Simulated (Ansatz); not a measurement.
# How fast states decay through LuScGa2O6

Wanted: the relaxed cell of LuScGa2O6, its band edges and its decay constants. It is built by putting Ga for B in the LuScB2O6 structure of space group R-3, with the volume rescaled by atomic radii. The parent structure comes from the Materials Project.

Calculated with Ansatz 0.2.0; PBE DFT, plane waves, PAW files, in the first sound run; inputs show where later runs differ.

The structure was built from a prototype and need not be the compound's stable phase.

## Step 1: The starting structure

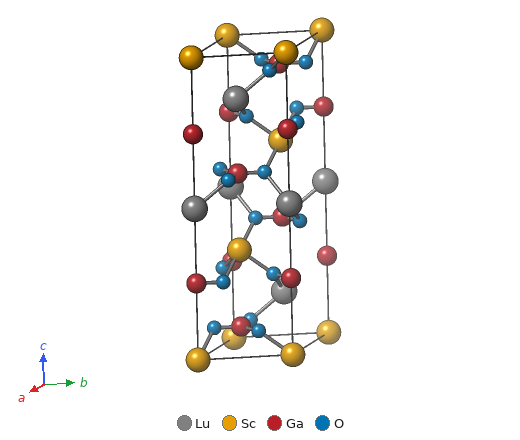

The starting structure, seen slightly off an axis (lutetium grey, scandium orange, gallium red, oxygen blue). This picture shows the conventional cell, with its axes. Bonds to atoms that aren't drawn are left out. Some periodic images of atoms are drawn too.

## Step 2: Relaxing the new crystal

The substituted atoms don't fit the parent's cell, so cell and atoms relax together. A small smearing keeps the run stable in case the gap closes on the way.

Input file input.yaml:

```yaml
crystal:
  lattice:
    - [2.5418491471, 1.4675372893, 5.5207829196]
    - [-2.5418491471, 1.4675372893, 5.5207829196]
    - [0.0, -2.9350745787, 5.5207829196]
  atoms:
    - { symbol: Lu, position: [0.5, 0.5, 0.5] }
    - { symbol: Sc, position: [0.0, 0.0, 0.0] }
    - { symbol: Ga, position: [0.746713, 0.746713, 0.746713] }
    - { symbol: Ga, position: [0.253287, 0.253287, 0.253287] }
    - { symbol: O, position: [0.759458, 0.027752, 0.456822] }
    - { symbol: O, position: [0.027752, 0.456822, 0.759458] }
    - { symbol: O, position: [0.456822, 0.759458, 0.027752] }
    - { symbol: O, position: [0.972248, 0.543178, 0.240542] }
    - { symbol: O, position: [0.543178, 0.240542, 0.972248] }
    - { symbol: O, position: [0.240542, 0.972248, 0.543178] }
kpoints:
  mp_grid: { grid: [6, 6, 6] }
scf:
  occupations: { method: gaussian, width: 0.03 }
hamiltonian:
  xc: pbe
output:
  forces: true
  stress: true
relax:
  f_tol: 0.02
  max_steps: 60
  cell: {}
```

Started as:

```console
$ ansatz run input.yaml --threads 2 --pin off --max-ram 4096MiB --backend cpu --events-out ev --progress --plain --runs-dir out
```

Numbers of over 12 decimals in the logs are rounded to 6 here.

Output:

```text
Engine: ansatz 0.2.0, aarch64-unknown-linux-gnu
Pseudopotentials: kind: paw
Pseudopotential: Lu, paw, valence charge 25, recommended cutoff 420 eV (normal), Lu.paw.azcp
Pseudopotential: Sc, paw, valence charge 11, recommended cutoff 420 eV (normal), Sc.paw.azcp
Pseudopotential: Ga, paw, valence charge 13, recommended cutoff 420 eV (normal), Ga.paw.azcp
Pseudopotential: O, paw, valence charge 6, recommended cutoff 420 eV (normal), O.paw.azcp
Functional definition: PBE
  parameter kappa = 0.804
  parameter beta = 0.066725
  exchange = pbe_x(kappa = kappa, mu = beta*pi^2/3)
  correlation = pbe_c(beta = beta)
Crystal: 10 atoms, lattice volume = 123.564 Å³
Basis set: ecut = 420 eV, 2443 PW (Γ), exchange–correlation on 90×90×90 points (8 copies of the dense FFT grid, shifted against one another)
Bands: 59, of which v1, the nominal top of the filled ones, is band 49 counted from 1 (48 counted from 0)
Symmetry: 6 space group operations
Space group: R-3 (ITA 148), of the structure as read, at distance tolerance 5.0e-5 Å
k-points: 40 of 216
Non-local potential: Lu, projectors of the file, l = 0: 3, l = 1: 2, l = 2: 2, l = 3: 3
Non-local potential: Sc, projectors of the file, l = 0: 3, l = 1: 2, l = 2: 3, l = 3: 1
Non-local potential: Ga, projectors of the file, l = 0: 2, l = 1: 2, l = 2: 3, l = 3: 1
Non-local potential: O, projectors of the file, l = 0: 2, l = 1: 2, l = 2: 1
PAW form: soft (Blöchl's): semilocal exchange-correlation on the pseudo side does not see the compensation charge
PAW one-centre angular grid: Lu, 590 points (default); XC on 64 Gauss nodes
PAW one-centre angular grid: Sc, 590 points (default); XC on 64 Gauss nodes
PAW one-centre angular grid: Ga, 590 points (default); XC on 64 Gauss nodes
PAW one-centre angular grid: O, 110 points (default); XC on 64 Gauss nodes
Initial density: superposition of atomic densities (neutral atoms: chi_scale 0, normalization atom), corrected by the library's trained network
Initial wavefunctions: pseudopotential atomic-orbital guess
Functional: x = pbe(κ = 0.804, μ = 0.219515), c = pbe(β = 0.066725)
SCF iter   1: F=—  HF=-27832.169574 eV  |F-HF|=—  |Δ(HF+E_count)|=         —  Δρ=5.02e-3  dr2=3.54e-2  ethr=1.77e-3  ⟨swp⟩=6.6  Hψ=10503  notcnv=0  defer=9
preconditioner: auto → Resta (q_TF=auto, 2.625 Å⁻¹)  ε∞=5.4  [insulator: Δε(μ)=3.526 eV  Ē_g=15.358 eV  σ=0.030 eV  W_gap=1.00  n_scr=34 (ndim 8)  ℏωp=32.4 eV  f_vac=0.032  D(μ)=0.00/eV (n_scr^D=0)  ε∞_Penn≈5.4]
SCF iter   2: F=—  HF=-27832.155284 eV  |F-HF|=—  |Δ(HF+E_count)|=   1.43e-2  Δρ=2.21e-3  dr2=5.96e-3  ethr=3.61e-5  ⟨swp⟩=3.6  Hψ=5390  notcnv=0  defer=49
SCF iter   3: F=—  HF=-27832.154144 eV  |F-HF|=—  |Δ(HF+E_count)|=   1.14e-3  Δρ=8.50e-4  dr2=9.39e-4  ethr=6.08e-6  ⟨swp⟩=2.0  Hψ=4042  notcnv=0  defer=49
SCF iter   4: F=—  HF=-27832.154032 eV  |F-HF|=—  |Δ(HF+E_count)|=   1.11e-4  Δρ=4.54e-4  dr2=1.94e-4  ethr=9.58e-7  ⟨swp⟩=3.0  Hψ=5091  notcnv=0  defer=49
SCF iter   5: F=—  HF=-27832.153977 eV  |F-HF|=—  |Δ(HF+E_count)|=   5.58e-5  Δρ=2.48e-4  dr2=5.21e-5  ethr=1.98e-7  ⟨swp⟩=3.0  Hψ=4928  notcnv=0  defer=49
SCF iter   6: F=—  HF=-27832.153906 eV  |F-HF|=—  |Δ(HF+E_count)|=   7.04e-5  Δρ=6.82e-5  dr2=5.57e-6  ethr=5.32e-8  ⟨swp⟩=2.0  Hψ=3875  notcnv=0  defer=49
SCF iter   7: F=—  HF=-27832.153909 eV  |F-HF|=—  |Δ(HF+E_count)|=   3.17e-6  Δρ=2.53e-5  dr2=6.62e-7  ethr=5.68e-9  ⟨swp⟩=2.2  Hψ=4208  notcnv=0  defer=49
SCF iter   8: F=—  HF=-27832.153909 eV  |F-HF|=—  |Δ(HF+E_count)|=   9.09e-8  Δρ=1.35e-5  dr2=1.41e-7  ethr=6.75e-10  ⟨swp⟩=3.1  Hψ=4601  notcnv=0  defer=49
SCF iter   9: F=-27832.153910 eV  HF=-27832.153910 eV  |F-HF|=7.68e-9  |Δ(HF+E_count)|=   1.56e-7  Δρ=4.34e-6  dr2=2.19e-8  ethr=1.02e-10  ⟨swp⟩=5.9  Hψ=11568  notcnv=0
SCF 1 converged in 9 iterations: F = -27832.153910 eV  dr2 = 2.19e-8
  greatest PAW one-centre occupation: 0.998 electrons in one spin orbital (limit 2), on the Sc atom at site 1 (counted from 0), in its partial waves of l = 0
relax step   1: F+E_penalty+E_count = -27832.15390956 eV  Δ(F+E_penalty+E_count) = +0.000e0 eV  max|allowed force component| = 2.254e1 eV/Å  Δτ_max = 0.0000 Å  P = +74.588 GPa  Ω = 123.564 Å³  (9 SCF iters, dr2 threshold 1.00e-7 eV, accepted)
Crystal: 10 atoms, lattice volume = 121.436 Å³
Basis set: ecut = 420 eV, 2351 PW (Γ), exchange–correlation on 90×90×90 points (8 copies of the dense FFT grid, shifted against one another)
Initial density: handed on by an earlier stage of this run
Initial wavefunctions: those handed on with the density
iter 1 solved again at ethr=9.08e-4 eV; its pass at ethr=3.10e-3 eV (dr2=8.90e-1 eV) is discarded
SCF iter   1: F=—  HF=-27846.086583 eV  |F-HF|=—  |Δ(HF+E_count)|=         —  Δρ=2.96e-2  dr2=8.91e-1  ethr=9.08e-4  ⟨swp⟩=1.9  Hψ=16867  notcnv=0
preconditioner: auto → Resta (q_TF=auto, 2.633 Å⁻¹)  ε∞=5.6  [insulator: Δε(μ)=3.843 eV  Ē_g=15.233 eV  σ=0.030 eV  W_gap=1.00  n_scr=34 (ndim 8)  ℏωp=32.7 eV  f_vac=0.005  D(μ)=0.00/eV (n_scr^D=0)  ε∞_Penn≈5.6]
SCF iter   2: F=—  HF=-27845.841879 eV  |F-HF|=—  |Δ(HF+E_count)|=   2.45e-1  Δρ=1.25e-2  dr2=1.08e-1  ethr=9.08e-4  ⟨swp⟩=4.2  Hψ=5184  notcnv=0  defer=3
SCF iter   3: F=—  HF=-27845.813452 eV  |F-HF|=—  |Δ(HF+E_count)|=   2.84e-2  Δρ=5.22e-3  dr2=2.78e-2  ethr=1.10e-4  ⟨swp⟩=4.3  Hψ=5747  notcnv=0  defer=153
SCF iter   4: F=—  HF=-27845.814896 eV  |F-HF|=—  |Δ(HF+E_count)|=   1.44e-3  Δρ=2.42e-3  dr2=6.06e-3  ethr=2.83e-5  ⟨swp⟩=4.0  Hψ=7263  notcnv=0  defer=153
SCF iter   5: F=—  HF=-27845.805511 eV  |F-HF|=—  |Δ(HF+E_count)|=   9.39e-3  Δρ=9.64e-4  dr2=8.21e-4  ethr=6.18e-6  ⟨swp⟩=4.0  Hψ=7142  notcnv=0  defer=154
SCF iter   6: F=—  HF=-27845.805499 eV  |F-HF|=—  |Δ(HF+E_count)|=   1.18e-5  Δρ=2.82e-4  dr2=1.13e-4  ethr=8.38e-7  ⟨swp⟩=3.3  Hψ=5628  notcnv=0  defer=154
SCF iter   7: F=—  HF=-27845.805478 eV  |F-HF|=—  |Δ(HF+E_count)|=   2.15e-5  Δρ=6.35e-5  dr2=4.69e-6  ethr=1.15e-7  ⟨swp⟩=3.1  Hψ=5066  notcnv=0  defer=154
SCF iter   8: F=—  HF=-27845.805483 eV  |F-HF|=—  |Δ(HF+E_count)|=   5.67e-6  Δρ=6.59e-5  dr2=3.02e-6  ethr=1.02e-9  ⟨swp⟩=8.9  Hψ=16836  notcnv=0
SCF iter   9: F=-27845.805481 eV  HF=-27845.805482 eV  |F-HF|=2.85e-7  |Δ(HF+E_count)|=   1.43e-6  Δρ=1.25e-5  dr2=2.47e-7  ethr=1.02e-9  ⟨swp⟩=5.9  Hψ=16519  notcnv=0
SCF 2 converged in 9 iterations: F = -27845.805481 eV  dr2 = 2.47e-7
relax step   2: F+E_penalty+E_count = -27845.80548146 eV  Δ(F+E_penalty+E_count) = -1.365e1 eV  max|allowed force component| = 7.605e0 eV/Å  Δτ_max = 0.1334 Å  P = +30.546 GPa  Ω = 121.436 Å³  energy of the carried Pulay correction = +8.547e-3 eV  (9 SCF iters, dr2 threshold 1.00e-6 eV, accepted)
[...]
relax step   8: F+E_penalty+E_count = -27849.92419901 eV  Δ(F+E_penalty+E_count) = -1.450e-1 eV  max|allowed force component| = 2.884e-1 eV/Å  Δτ_max = 0.1953 Å  P = +0.307 GPa  Ω = 124.675 Å³  energy of the carried Pulay correction = -4.407e-3 eV  (9 SCF iters, dr2 threshold 1.00e-6 eV, accepted)
relax step   9: F+E_penalty+E_count = -27850.10077120 eV  Δ(F+E_penalty+E_count) = -1.766e-1 eV  max|allowed force component| = 2.167e-1 eV/Å  Δτ_max = 0.1932 Å  P = +0.503 GPa  Ω = 124.220 Å³  energy of the carried Pulay correction = -2.605e-3 eV  (8 SCF iters, dr2 threshold 1.00e-6 eV, accepted)
relax step  10: F+E_penalty+E_count = -27850.16099909 eV  Δ(F+E_penalty+E_count) = -6.023e-2 eV  max|allowed force component| = 2.726e-1 eV/Å  Δτ_max = 0.1952 Å  P = +1.483 GPa  Ω = 124.747 Å³  energy of the carried Pulay correction = -4.688e-3 eV  (9 SCF iters, dr2 threshold 1.00e-6 eV, accepted)
relax step  11: F+E_penalty+E_count = -27850.18096961 eV  Δ(F+E_penalty+E_count) = -1.997e-2 eV  max|allowed force component| = 3.726e-2 eV/Å  Δτ_max = 0.0602 Å  P = -0.055 GPa  Ω = 125.575 Å³  energy of the carried Pulay correction = -7.944e-3 eV  (7 SCF iters, dr2 threshold 1.00e-6 eV, accepted)
relax step  12: F+E_penalty+E_count = -27850.18175881 eV  Δ(F+E_penalty+E_count) = -7.892e-4 eV  max|allowed force component| = 3.665e-2 eV/Å  Δτ_max = 0.0072 Å  P = -0.098 GPa  Ω = 125.472 Å³  energy of the carried Pulay correction = -7.541e-3 eV  (6 SCF iters, dr2 threshold 4.54e-7 eV, accepted)
relax step  13: F+E_penalty+E_count = -27850.18219019 eV  Δ(F+E_penalty+E_count) = -4.314e-4 eV  max|allowed force component| = 9.899e-3 eV/Å  Δτ_max = 0.0027 Å  P = +0.059 GPa  Ω = 125.428 Å³  energy of the carried Pulay correction = -7.368e-3 eV  (6 SCF iters, dr2 threshold 8.39e-8 eV, accepted)
relax step  14: F+E_penalty+E_count = -27850.18179325 eV  Δ(F+E_penalty+E_count) = +3.969e-4 eV  max|allowed force component| = 9.206e-3 eV/Å  Δτ_max = 0.0014 Å  P = -0.070 GPa  Ω = 125.527 Å³  energy of the carried Pulay correction = -7.756e-3 eV  (6 SCF iters, dr2 threshold 9.76e-9 eV, rejected (line search))
relax step  15: F+E_penalty+E_count = -27850.18206534 eV  Δ(F+E_penalty+E_count) = +1.249e-4 eV  max|allowed force component| = 5.496e-5 eV/Å  Δτ_max = 0.0006 Å  P = +0.001 GPa  Ω = 125.467 Å³  energy of the carried Pulay correction = -7.519e-3 eV  (9 SCF iters, accepted)
relax step  16: F+E_penalty+E_count = -27850.20391351 eV  Δ(F+E_penalty+E_count) = -2.185e-2 eV  max|allowed force component| = 3.002e-3 eV/Å  Δτ_max = 0.0000 Å  P = +0.265 GPa  Ω = 125.467 Å³  stress off target by 4.78e-1 GPa  SCF on the basis re-selected at this cell (its energy is not comparable with the rows above)  (9 SCF iters)
relax step  17: F+E_penalty+E_count = -27850.20382736 eV  Δ(F+E_penalty+E_count) = +8.616e-5 eV  max|allowed force component| = 1.102e-2 eV/Å  Δτ_max = 0.0032 Å  P = -0.033 GPa  Ω = 125.653 Å³  energy of the carried Pulay correction = -7.134e-4 eV  (6 SCF iters, dr2 threshold 5.71e-7 eV, accepted)
relax step  18: F+E_penalty+E_count = -27850.20393978 eV  Δ(F+E_penalty+E_count) = -1.124e-4 eV  max|allowed force component| = 2.350e-3 eV/Å  Δτ_max = 0.0007 Å  P = -0.006 GPa  Ω = 125.638 Å³  energy of the carried Pulay correction = -6.606e-4 eV  (5 SCF iters, dr2 threshold 1.80e-8 eV, accepted)
iter 1 solved again at ethr=8.38e-8 eV; its pass at ethr=3.10e-3 eV (dr2=8.21e-5 eV) is discarded
SCF iter   1: F=—  HF=-27850.204056 eV  |F-HF|=—  |Δ(HF+E_count)|=         —  Δρ=1.65e-4  dr2=7.99e-7  ethr=8.38e-8  ⟨swp⟩=4.8  Hψ=20071  notcnv=0
SCF iter   2: F=—  HF=-27850.204575 eV  |F-HF|=—  |Δ(HF+E_count)|=   5.18e-4  Δρ=8.33e-5  dr2=2.07e-7  ethr=8.15e-10  ⟨swp⟩=2.2  Hψ=4379  notcnv=0
SCF iter   3: F=—  HF=-27850.204763 eV  |F-HF|=—  |Δ(HF+E_count)|=   1.88e-4  Δρ=6.12e-6  dr2=1.86e-8  ethr=2.12e-10  ⟨swp⟩=2.0  Hψ=3639  notcnv=0
SCF iter   4: F=—  HF=-27850.204763 eV  |F-HF|=—  |Δ(HF+E_count)|=   4.66e-7  Δρ=5.65e-7  dr2=2.49e-10  ethr=1.89e-11  ⟨swp⟩=2.0  Hψ=4182  notcnv=0
SCF iter   5: F=-27850.204763 eV  HF=-27850.204763 eV  |F-HF|=1.64e-10  |Δ(HF+E_count)|=  6.48e-10  Δρ=2.06e-7  dr2=5.15e-11  ethr=1.00e-12  ⟨swp⟩=6.1  Hψ=12032  notcnv=0
SCF 19 converged in 5 iterations: F = -27850.204763 eV  dr2 = 5.15e-11
relax step  19: F+E_penalty+E_count = -27850.20476346 eV  Δ(F+E_penalty+E_count) = -8.237e-4 eV  max|allowed force component| = 2.251e-3 eV/Å  Δτ_max = 0.0000 Å  P = -0.005 GPa  Ω = 125.638 Å³  stress off target by 1.98e-2 GPa  SCF on the basis re-selected at this cell (its energy is not comparable with the rows above)  (5 SCF iters)
basis re-selected at this cell: Δ(F+E_penalty+E_count) = -8.237e-4 eV, ΔP = +0.001 GPa vs the last step (what re-selecting the basis moved, of the pressure what is left beyond the Pulay correction that the steps carried, after the strain that the cell walked since its last selection, with what the two solves' SCF thresholds leave and, on support functions, any second-order correction that the steps lacked; it is no m [...]
SCF converged after 5 iterations
Free energy (F): -27850.204763 eV
Harris-Foulkes:  -27850.204763 eV  (|F-HF|=1.64e-10)
Internal energy: -27850.204763 eV  (E = F + TS)
E sigma→0 (E₀):  -27850.204763 eV
Fermi energy:    9.694153 eV
--- Per-component energies (eV) ---
  E_band       = -263.986304
  E_kinetic    = 1966.262307
  E_local      = -14317.427341  (includes V_loc(G=0)·N_el)
  E_nonlocal   = 1808.868569
  E_hartree    = 6088.483316
  E_xc         = -903.683622
  E_vxc        = -1069.672978  (∫ρ·V_xc dr)
  E_paw        = -13273.126632  (= ΣΔE_a)
  E_vpaw       = -828.998414  (= ΣTr[D̂ρ^β])
  E_aug_tail   = 0.014516  (compensation charges beyond the density's cutoff)
  E_ewald      = -9219.595877
  E_smearing   = -0.000000  (= −TS)
  E_closure    = -0.000000  (closes the sum)
  Σ components = -27850.204763   (vs F -27850.204763, Δ=0.00e0)
--- Forces (eV/Å), atoms counted from 1 ---
  atom   1  Lu    -0.00000000     0.00000000     0.00000000
  atom   2  Sc     0.00000000     0.00000000     0.00000000
  atom   3  Ga     0.00000000    -0.00000000     0.00225149
  atom   4  Ga    -0.00000000     0.00000000    -0.00225149
  atom   5  O     -0.00061687     0.00022859     0.00100563
  atom   6  O      0.00050640     0.00041993     0.00100563
  atom   7  O      0.00011047    -0.00064852     0.00100563
  atom   8  O     -0.00050640    -0.00041993    -0.00100563
  atom   9  O     -0.00011047     0.00064852    -0.00100563
  atom  10  O      0.00061687    -0.00022859    -0.00100563
  max |Σ_I F_I| component: 3.47e-18 eV/Å
--- Stress (GPa, compression-positive) ---
        0.003002       0.000000      -0.000000
       -0.000000       0.003002       0.000000
       -0.000000       0.000000      -0.019833
  P = ⅓ Tr σ = -0.0046 GPa (-0.046 kbar)
--- Relaxed structure (17 steps of the walk, 16 accepted, 2 SCFs on fresh bases) ---
  F+E_penalty+E_count = -27850.20476346 eV   max|allowed force component| = 2.251e-3 eV/Å   (the final SCF, on the basis selected at the relaxed cell)
  cell:  # Å, volume = 125.6383 Å³
    - [2.628203, 1.517394, 5.250654]
    - [-2.628203, 1.517394, 5.250654]
    - [3.2796671214623402e-18, -3.034788, 5.250654]
  atoms:
    - { symbol: Lu, position: [0.500000, 0.500000, 0.500000] }
    - { symbol: Sc, position: [6.654407603992067e-19, -1.6524729727455448e-19, -1.8671297620278864e-19] }
    - { symbol: Ga, position: [0.690926, 0.690926, 0.690926] }
    - { symbol: Ga, position: [0.309074, 0.309074, 0.309074] }
    - { symbol: O, position: [0.712551, 0.087679, 0.407293] }
    - { symbol: O, position: [0.087679, 0.407293, 0.712551] }
    - { symbol: O, position: [0.407293, 0.712551, 0.087679] }
    - { symbol: O, position: [0.912321, 0.592707, 0.287449] }
    - { symbol: O, position: [0.592707, 0.287449, 0.912321] }
    - { symbol: O, position: [0.287449, 0.912321, 0.592706774696] }
```

The job ended after 2.8 min (2 threads of Arm Neoverse V2, shared host; peak memory 0.64 GiB; 5.6 min of CPU time).

The steps of the relaxation:

| step | energy less that of the first step (eV) | largest force component (eV/Å) | pressure (GPa) | volume (Å³) |
| --- | --- | --- | --- | --- |
| 1 | 0.0000 | 22.5373 | 74.59 | 123.56 |
| 2 | -13.6516 | 7.6048 | 30.55 | 121.44 |
| 3 | -16.4694 | 3.3818 | 11.95 | 123.42 |
| 4 | -17.3742 | 0.6261 | 2.42 | 127.31 |
| 5 | -17.5005 | 0.1799 | -1.12 | 127.48 |
| 6 | -17.5262 | 0.1192 | -0.53 | 126.83 |
| 7 | -17.6253 | 0.2227 | 0.49 | 125.52 |
| 8 | -17.7703 | 0.2884 | 0.31 | 124.68 |
| 9 | -17.9469 | 0.2167 | 0.50 | 124.22 |
| 10 | -18.0071 | 0.2726 | 1.48 | 124.75 |
| 11 | -18.0271 | 0.0373 | -0.06 | 125.57 |
| 12 | -18.0278 | 0.0366 | -0.10 | 125.47 |
| 13 | -18.0283 | 0.0099 | 0.06 | 125.43 |
| 14 | -18.0279 | 0.0092 | -0.07 | 125.53 |
| 15 | -18.0282 | 0.0001 | 0.00 | 125.47 |
| 16* | -18.0500 | 0.0030 | 0.26 | 125.47 |
| 17 | -18.0499 | 0.0110 | -0.03 | 125.65 |
| 18 | -18.0500 | 0.0024 | -0.01 | 125.64 |
| 19* | -18.0509 | 0.0023 | 0.00 | 125.64 |

Relaxation steps marked * repeat the geometry before them on a plane-wave basis chosen anew for their cell, so energy and pressure can jump there. Relaxation step 14 was tried and not accepted.

The run keeps the 6 symmetry operations that it works with, so distortions that break them were not tested.

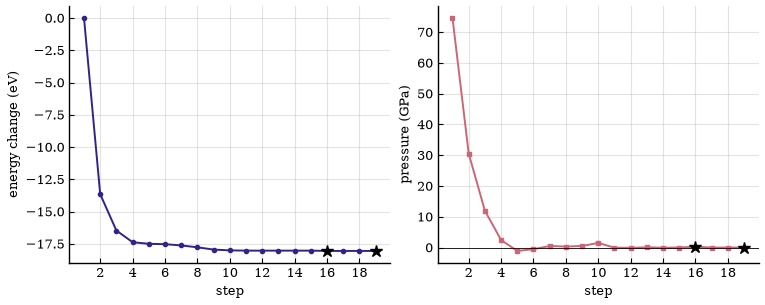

Energy and pressure along the relaxation. Stars mark steps on a basis chosen anew.

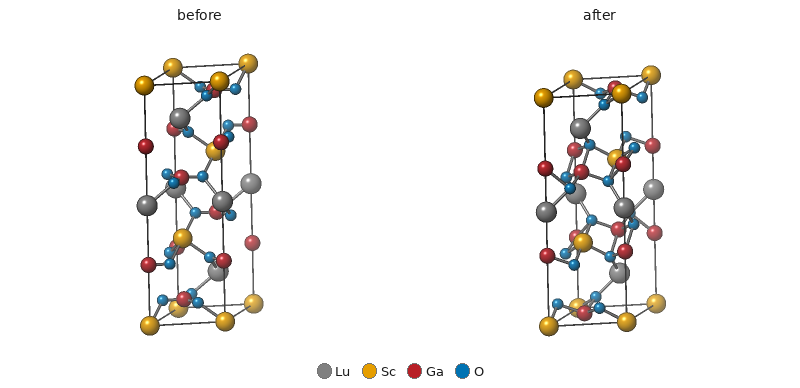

The structure before and after the relaxation, drawn at the same scale. Bonds to atoms that aren't drawn are left out.

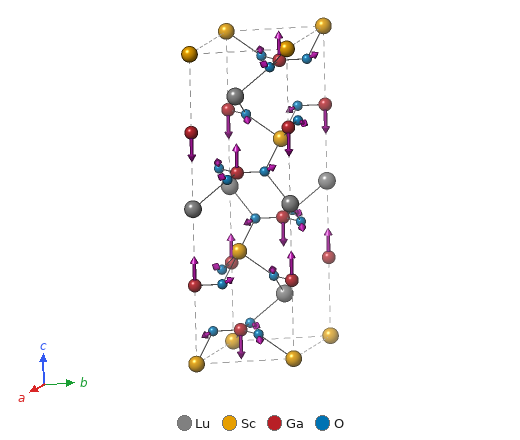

Displacements in the relaxation, exaggerated, measured against the changing cell; the longest in the cell stands for 0.88 Å. Bonds to atoms that aren't drawn are left out. Some periodic images of atoms are drawn too.

| conventional cell, symmetrised | before | after | change |
| --- | --- | --- | --- |
| a (Å) | 5.084 | 5.256 | +3.4 % |
| b (Å) | 5.084 | 5.256 | +3.4 % |
| c (Å) | 16.562 | 15.752 | -4.9 % |
| volume (Å³/atom) | 12.36 | 12.56 | +1.7 % |

The atoms that moved most (Å, as changes of fractional coordinates times the final cell):

| atom | dx | dy | dz | length |
| --- | --- | --- | --- | --- |
| Ga3 | 0.000 | 0.000 | -0.879 | 0.879 |
| Ga4 | 0.000 | 0.000 | 0.879 | 0.879 |
| O9 | 0.007 | 0.328 | 0.192 | 0.380 |
| O6 | 0.288 | 0.158 | -0.192 | 0.380 |
| O7 | -0.007 | -0.328 | -0.192 | 0.380 |
| O8 | -0.288 | -0.158 | 0.192 | 0.380 |
| O10 | 0.281 | -0.170 | 0.192 | 0.380 |
| O5 | -0.281 | 0.170 | -0.192 | 0.380 |

Numbers from this step:

```yaml
free_energy: -27850.2048 eV
fermi_energy: 9.694 eV
pressure: -0.004609 GPa
```

The largest force component on a free atom ends at 0.0023 eV/Å.

(Part 1 of 3 ends here.)

[Logs are printed without paths, hosts, clocks, repeated set-up lines and the standing remarks that a program may print on its own settings, such as how far it seeks lower states.]

[Hosts, paths, dates, database ids (printed as entryN), source tags and the programs' standing remarks are cut or masked in the printed files.]
